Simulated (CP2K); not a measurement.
**AlNH3O (SMILES [NH2][Al][OH]): levels of theory compared**

Wanted: a comparison of 5 runs (UB3LYP/6-31G*, PM3, GFN2-xTB, PM6, GFN1-xTB) of AlNH3O. 

The results are computed with CP2K 2026.2.

4 further runs of the same task are left out: 3 that didn't finish, 1 set aside as unsound or not needed. Runs told in other sessions of the task aren't counted.

## Step 1: The molecule

The species is AlNH3O (6 atoms), meant as a doublet with charge 0. SMILES: `[NH2][Al][OH]`. The N1–H5 distance was set to 1.811 Å, away from the relaxed value. At this shape a bond of the SMILES string is far longer than usual.

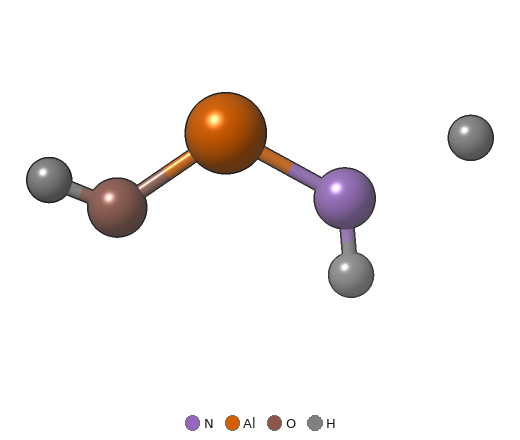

Viewed from a chosen angle; nitrogen purple, aluminium orange, oxygen brown, hydrogen grey.

## Step 2: A single-point energy at UB3LYP/6-31G(d) (spherical functions) (run 1)

File qs.inp:

```
&GLOBAL
  PROJECT_NAME qs
  RUN_TYPE ENERGY
  PRINT_LEVEL MEDIUM
&END GLOBAL

&FORCE_EVAL
  METHOD QUICKSTEP
  &DFT
    BASIS_SET_FILE_NAME ./6_31gs.basis
    POTENTIAL_FILE_NAME POTENTIAL
    MULTIPLICITY 2
    UKS T
    &QS
      METHOD GAPW
      EPS_DEFAULT 1.0E-10
    &END QS
    &MGRID
      CUTOFF 280
      REL_CUTOFF 50
      NGRIDS 4
    &END MGRID
    &POISSON
      PERIODIC NONE
      POISSON_SOLVER MULTIPOLE
    &END POISSON
    &SCF
      SCF_GUESS ATOMIC
      EPS_SCF 1.0E-05
      MAX_SCF 40
      &OT
        MINIMIZER CG
        PRECONDITIONER FULL_ALL
      &END OT
      &OUTER_SCF
        EPS_SCF 1.0E-05
        MAX_SCF 5
      &END OUTER_SCF
    &END SCF
    &XC
      &XC_FUNCTIONAL
        &HYB_GGA_XC_B3LYP
        &END HYB_GGA_XC_B3LYP
      &END XC_FUNCTIONAL
      &HF
        FRACTION 0.2
        &SCREENING
          EPS_SCHWARZ 1.0E-10
        &END SCREENING
        &MEMORY
          MAX_MEMORY 1050
        &END MEMORY
      &END HF
    &END XC
    &PRINT
      &MOMENTS
        PERIODIC F
        REFERENCE COM
        MAX_MOMENT 1
      &END MOMENTS
      &MO_CUBES
        NLUMO 2
        NHOMO -1
        WRITE_CUBE F
      &END MO_CUBES
      &LOWDIN ON
      &END LOWDIN
      &HIRSHFELD OFF
      &END HIRSHFELD
    &END PRINT
  &END DFT
  &SUBSYS
    &CELL
      ABC 10.8 9 10.5
      PERIODIC NONE
    &END CELL
    &COORD
      UNIT bohr
      N     -1.0341923    -0.4854801    -0.4762393
      Al     1.8364906     0.1969000     1.0950679
      O      2.9682476    -2.1081879     3.0424307
      H     -1.9987085    -2.1178255    -0.2804637
      H     -2.6356010     1.6281880    -2.6395695
      H      4.5019493    -1.9316875     3.9789790
    &END COORD
    &TOPOLOGY
      &CENTER_COORDINATES
      &END CENTER_COORDINATES
    &END TOPOLOGY
    &KIND N
      BASIS_SET 6-31Gs
      POTENTIAL ALL
      LEBEDEV_GRID 194
      RADIAL_GRID 100
    &END KIND
    &KIND Al
      BASIS_SET 6-31Gs
      POTENTIAL ALL
      LEBEDEV_GRID 194
      RADIAL_GRID 100
    &END KIND
    &KIND O
      BASIS_SET 6-31Gs
      POTENTIAL ALL
      LEBEDEV_GRID 194
      RADIAL_GRID 100
    &END KIND
    &KIND H
      BASIS_SET 6-31Gs
      POTENTIAL ALL
      LEBEDEV_GRID 194
      RADIAL_GRID 100
    &END KIND
  &END SUBSYS
&END FORCE_EVAL
```

Launch:

```sh
$ OMP_NUM_THREADS=1 cp2k.psmp -i qs.inp > qs.out 2>&1
```

The program printed:

```text
CP2K| version string:                                       CP2K version 2026.2
[...]
 GLOBAL| Method name                                                        CP2K
[...]
 GLOBAL| Run type                                                         ENERGY
[...]
 DFT| Spin unrestricted (spin-polarized) Kohn-Sham calculation               UKS
 DFT| Multiplicity                                                             2
[...]
 DFT| Charge                                                                   0
[...]
 FUNCTIONAL| HYB_GGA_XC_B3LYP:
[...]
 QS| Method:                                                                GAPW
[...]
 QS| Density cutoff [a.u.]:                                                140.0
[...]
 QS| Relative density cutoff [a.u.]:                                        25.0
[...]
                             - Atoms:                                          6
[...]
                             - Spherical basis functions:                     52
[...]
 Number of electrons:                                                         16
[...]
     1 OT CG       0.15E+00    5.2     0.45972028      -325.5245575810 -3.26E+02
[...]
    18 OT CG       0.21E+00    3.1     0.00000499      -374.1020459845 -2.02E-08
  *** SCF run converged in    18 steps ***
[...]
  Overlap energy of the core charge distribution:               0.00000030220654
  Self energy of the core charge distribution:               -230.88338509162890
  Core Hamiltonian energy:                                   -145.39879882961748
  Hartree energy:                                              67.26031546617092
  Exchange-correlation energy:                                 -9.62947445940410
  Hartree-Fock Exchange energy:                                -6.78533093250955
[...]
                     Mulliken Population Analysis
 #  Atom  Element  Kind  Atomic population (alpha,beta) Net charge  Spin moment
       1     N        1         3.788317     3.888760    -0.677076    -0.100443
       2     Al       2         6.657240     5.799307     0.543452     0.857933
       3     O        3         4.411262     4.331639    -0.742901     0.079623
       4     H        4         0.349679     0.322074     0.328247     0.027604
       5     H        4         0.505794     0.365292     0.128913     0.140502
       6     H        4         0.287708     0.292927     0.419365    -0.005219
 # Total charge and spin       16.000000    15.000000    -0.000000     1.000000
[...]
  Dipole moment [Debye]
    X=  0.3625912E+00 Y=  0.6983538E+00 Z= -0.1029045E+00  Total=      0.7935740
[...]
 HOMO - LUMO gap [eV] :    3.767249
 ENERGY| Total FORCE_EVAL ( QS ) energy [hartree]           -374.102045984456481
[...]
```

Run time: 5.1 min. Hardware: 1 thread of Intel Xeon Platinum 8488C (Sapphire Rapids), shared host; peak memory 0.8 GiB.

## Step 3: The energy at PM3 (run 2)

File molecule.xyz:

```xyz
6

N     -0.547271    -0.256905    -0.252015
Al     0.971829     0.104195     0.579485
O      1.570729    -1.115605     1.609985
H     -1.057671    -1.120705    -0.148415
H     -1.394700     0.861600    -1.396800
H      2.382329    -1.022205     2.105585
```

File run.inp:

```
&FORCE_EVAL
   METHOD QS
   &DFT
      MULTIPLICITY 2
      UKS T
      &QS
         METHOD PM3
         EPS_DEFAULT 1.0E-10
         &SE
            &COULOMB
               CUTOFF [angstrom] 50
               RC_RANGE [angstrom] 0
            &END
            &EXCHANGE
               CUTOFF [angstrom] 50
               RC_RANGE [angstrom] 0
            &END
         &END
      &END
      &POISSON
         PERIODIC NONE
         POISSON_SOLVER ANALYTIC
      &END
      # self-consistent field
      &SCF
         SCF_GUESS ATOMIC
         EPS_SCF 1.0E-06
         MAX_SCF 30
         &OT
            MINIMIZER CG
            PRECONDITIONER FULL_ALL
         &END
         &OUTER_SCF
            EPS_SCF 1.0E-06
            MAX_SCF 8
         &END
      &END
      # extra output
      &PRINT
         &MOMENTS
            PERIODIC F
            REFERENCE COM
            MAX_MOMENT 1
         &END
         &MO_CUBES
            NLUMO 1
            NHOMO -1
            WRITE_CUBE F
         &END
         &HIRSHFELD OFF
         &END
      &END
   &END
   &SUBSYS
      &CELL
         ABC 19.8 18 19.5
         PERIODIC NONE
      &END
      &TOPOLOGY
         COORD_FILE_NAME molecule.xyz
         COORD_FILE_FORMAT XYZ
         &CENTER_COORDINATES
         &END
      &END
   &END
&END

&GLOBAL
   PROJECT run
   RUN_TYPE ENERGY
   PRINT_LEVEL MEDIUM
&END
```

Launch:

```sh
$ OMP_NUM_THREADS=1 cp2k.psmp -i run.inp > run.out 2>&1
```

The program printed:

```text
CP2K| version string:                                       CP2K version 2026.2
[...]
 GLOBAL| Method name                                                        CP2K
[...]
 GLOBAL| Run type                                                         ENERGY
[...]
                             - Atoms:                                          6
[...]
                             - Spherical basis functions:                     15
[...]
 Number of electrons:                                                          9
[...]
     1 OT CG       0.15E+00    0.0     0.19976509       -17.8025020012 -1.78E+01
[...]
    19 OT CG       0.10E+01    0.0     0.00000060       -20.2515907535 -1.75E-10
  *** SCF run converged in    19 steps ***
  Core-core repulsion energy [eV]:                            610.33268240213567
  Core Hamiltonian energy [eV]:                              -892.43669972417979
  Two-electron integral energy [eV]:                         -537.93958475253157
  Electronic energy [eV]:                                   -1161.40649210044558
  Total energy [eV]:                                         -551.07380969830979
  Atomic reference energy [eV]:                               550.74865538368022
  Heat of formation [kcal/mol]:                                -7.49823721934826
[...]
 SE_DIPOLE| Moment [Debye]          0.39879630      -0.88205014       0.72224121
 SE_DIPOLE| Derivative [a.u.]       0.00000000       0.00000000       0.00000000
 *** WARNING in qs_scf_post_se.F:140 :: Printing of MO cube files not ***
 *** implemented for Semi-Empirical method.                           ***
 ENERGY| Total FORCE_EVAL ( QS ) energy [hartree]            -20.251590753460867
[...]
```

Wall time 2.3 s (1 thread of Intel Xeon Platinum 8488C (Sapphire Rapids), shared host); peak memory 0.19 GiB.

Run 3 isn't shown in full; the table further down has it.

## Step 4: A single-point energy at PM6 (run 4)

File gas.inp:

```
&GLOBAL
  PROJECT_NAME gas
  RUN_TYPE ENERGY
  PRINT_LEVEL MEDIUM
&END GLOBAL

&FORCE_EVAL
  METHOD QS
  &DFT
    CHARGE 0
    MULTIPLICITY 2
    UKS T
    &QS
      METHOD PM6
      EPS_DEFAULT 1.0E-10
      &SE
        &COULOMB
          CUTOFF [angstrom] 50
          RC_RANGE [angstrom] 0
        &END COULOMB
        &EXCHANGE
          CUTOFF [angstrom] 50
          RC_RANGE [angstrom] 0
        &END EXCHANGE
      &END SE
    &END QS
    ! no periodic images
    &POISSON
      PERIODIC NONE
      POISSON_SOLVER ANALYTIC
    &END POISSON
    ! self-consistent field
    &SCF
      SCF_GUESS ATOMIC
      EPS_SCF 1.0E-06
      MAX_SCF 40
      &OT ON
        MINIMIZER CG
        PRECONDITIONER FULL_SINGLE_INVERSE
        LINESEARCH 3PNT
      &END OT
      &OUTER_SCF
        EPS_SCF 1.0E-06
        MAX_SCF 10
      &END OUTER_SCF
    &END SCF
    ! extra output
    &PRINT
      &MOMENTS
        PERIODIC F
        REFERENCE COM
        MAX_MOMENT 1
      &END MOMENTS
      &MO_CUBES
        NLUMO 3
        NHOMO -1
        WRITE_CUBE F
      &END MO_CUBES
      &HIRSHFELD OFF
      &END HIRSHFELD
    &END PRINT
  &END DFT
  ! atoms, cell and kinds
  &SUBSYS
    &CELL
      ABC [angstrom] 11.8 10 11.5
      PERIODIC NONE
    &END CELL
    &COORD
      UNIT bohr
      N     -1.0341923    -0.4854801    -0.4762393
      Al     1.8364906     0.1969000     1.0950679
      O      2.9682476    -2.1081879     3.0424307
      H     -1.9987085    -2.1178255    -0.2804637
      H     -2.6356010     1.6281880    -2.6395695
      H      4.5019493    -1.9316875     3.9789790
    &END COORD
    &TOPOLOGY
      &CENTER_COORDINATES
      &END CENTER_COORDINATES
    &END TOPOLOGY
  &END SUBSYS
&END FORCE_EVAL
```

Launch:

```sh
$ OMP_NUM_THREADS=1 cp2k.psmp -i gas.inp -o gas.out
```

The program printed:

```text
CP2K| version string:                                       CP2K version 2026.2
[...]
 GLOBAL| Method name                                                        CP2K
[...]
 GLOBAL| Run type                                                         ENERGY
[...]
                             - Atoms:                                          6
[...]
                             - Spherical basis functions:                     20
[...]
 Number of electrons:                                                          9
[...]
     1 OT CG       0.64E-01    0.0     0.18529320       -17.5856491511 -1.76E+01
[...]
    17 OT CG       0.53E+00    0.0     0.00000070       -20.5306354039 -1.75E-10
  *** SCF run converged in    17 steps ***
  Core-core repulsion energy [eV]:                            619.37120379989312
  Core Hamiltonian energy [eV]:                              -949.42224612155394
  Two-electron integral energy [eV]:                         -457.23191694666252
  Electronic energy [eV]:                                   -1178.03820459488520
  Total energy [eV]:                                         -558.66700079499208
  Atomic reference energy [eV]:                               561.58950888368031
  Heat of formation [kcal/mol]:                                67.39464290797390
[...]
 SE_DIPOLE| Moment [Debye]         -0.13552488      -2.12377046       1.00490367
 SE_DIPOLE| Derivative [a.u.]       0.00000000       0.00000000       0.00000000
 *** WARNING in qs_scf_post_se.F:140 :: Printing of MO cube files not ***
 *** implemented for Semi-Empirical method.                           ***
 ENERGY| Total FORCE_EVAL ( QS ) energy [hartree]            -20.530635403917067
[...]
```

Run time: 2.8 s. Hardware: 1 thread of Intel Xeon Platinum 8488C (Sapphire Rapids), shared host; peak memory 0.19 GiB.

## Step 5: A single-point energy at GFN1-xTB (run 5)

molecule.xyz is that of step 3.

File gas.inp:

```
&GLOBAL
    PROJECT gas
    RUN_TYPE ENERGY
    PRINT_LEVEL MEDIUM
&END GLOBAL

&FORCE_EVAL
    METHOD QUICKSTEP
    &DFT
        CHARGE 0
        MULTIPLICITY 2
        LSD T
        &QS
            METHOD XTB
            EPS_DEFAULT 1.0E-10
            &XTB
                GFN_TYPE TBLITE
                &TBLITE
                    METHOD GFN1
                &END TBLITE
                CHECK_ATOMIC_CHARGES F
            &END XTB
        &END QS
        ! cluster boundary conditions
        &POISSON
            PERIODIC NONE
            POISSON_SOLVER ANALYTIC
        &END POISSON
        ! self-consistent field
        &SCF
            SCF_GUESS ATOMIC
            EPS_SCF 1.0E-06
            MAX_SCF 150
            ADDED_MOS 8
            &DIAGONALIZATION
                ALGORITHM STANDARD
            &END DIAGONALIZATION
            &MIXING
                METHOD DIRECT_P_MIXING
                ALPHA 0.4
            &END MIXING
            &SMEAR ON
                METHOD FERMI_DIRAC
                ELECTRONIC_TEMPERATURE [K] 300
                FIXED_MAGNETIC_MOMENT 1.0
            &END SMEAR
        &END SCF
        &PRINT
            &MOMENTS
                PERIODIC F
                REFERENCE COM
                MAX_MOMENT 1
            &END MOMENTS
            &MO ON
                ENERGIES T
                OCCUPATION_NUMBERS T
                NDIGITS 6
                &EACH
                    QS_SCF 0
                &END EACH
                ADD_LAST NUMERIC
            &END MO
            &HIRSHFELD OFF
            &END HIRSHFELD
        &END PRINT
    &END DFT
    &SUBSYS
        ! vacuum box
        &CELL
            ABC [angstrom] 19.8 18 19.5
            PERIODIC NONE
        &END CELL
        &TOPOLOGY
            COORD_FILE_NAME molecule.xyz
            COORD_FILE_FORMAT XYZ
            &CENTER_COORDINATES
            &END CENTER_COORDINATES
        &END TOPOLOGY
    &END SUBSYS
&END FORCE_EVAL
```

Launch:

```sh
$ OMP_NUM_THREADS=1 cp2k.psmp -i gas.inp > gas.out 2>&1
```

The program printed:

```text
CP2K| version string:                                       CP2K version 2026.2
[...]
 GLOBAL| Method name                                                        CP2K
[...]
 GLOBAL| Run type                                                         ENERGY
[...]
                             - Atoms:                                          6
[...]
                             - Spherical basis functions:                     23
[...]
 Number of electrons:                                                          9
[...]
  *** SCF run converged in    18 steps ***
[...]
  Fermi energy:                                                -0.34802310066535
[...]
 TB_DIPOLE| Moment [Debye]          0.86753931       1.37516484      -0.12816975
 TB_DIPOLE| Derivative [a.u.]       0.00000000       0.00000000       0.00000000
[...]
 ENERGY| Total FORCE_EVAL ( QS ) energy [hartree]            -10.713699577752063
[...]
```

Wall time 0.93 s (1 thread of Intel Xeon Platinum 8488C (Sapphire Rapids), shared host); peak memory 0.19 GiB.

## Step 6: Overview of the runs

```tsv
run	level	scheme	SCF convergence threshold	energy (Eh)	dipole moment (D)	HOMO energy (eV)	LUMO energy (eV)	wall time
1	UB3LYP/6-31G* (spherical functions)	GAPW	1e-05	-374.102046	0.79	-5.33	-2.85	5.1 min
2	PM3	–	1e-06	-20.251591	1.21	–	–	2.3 s
3	GFN2-xTB	–	1e-07	-9.499317	1.75	-9.10	-8.57	0.97 s
4	PM6	–	1e-06	-20.530635	2.35	–	–	2.8 s
5	GFN1-xTB	–	1e-06	-10.713700	1.63	-9.65	-9.21	0.93 s
```

## Step 7: What came out

```
                                        quantity         value
                             run 5: total energy  -10.71370 Eh
run 5: dipole moment (from atomic charges alone)        1.63 D
       run 5: HOMO energy (highest over α and β)      -9.65 eV
        run 5: LUMO energy (lowest over α and β)      -9.21 eV
                        run 5: dispersion energy  -3.50 kJ/mol
```

**Reading.** The dipole moment (its size) runs from 0.79 D (UB3LYP/6-31G*) to 2.35 D (PM6). The two ends differ in method and basis and Hamiltonian. Some of these are taken from atomic charges alone. Force-field and semi-empirical energies have zeros of their own, so their totals don't compare. All runs together took 5.3 min, the longest 5.1 min.
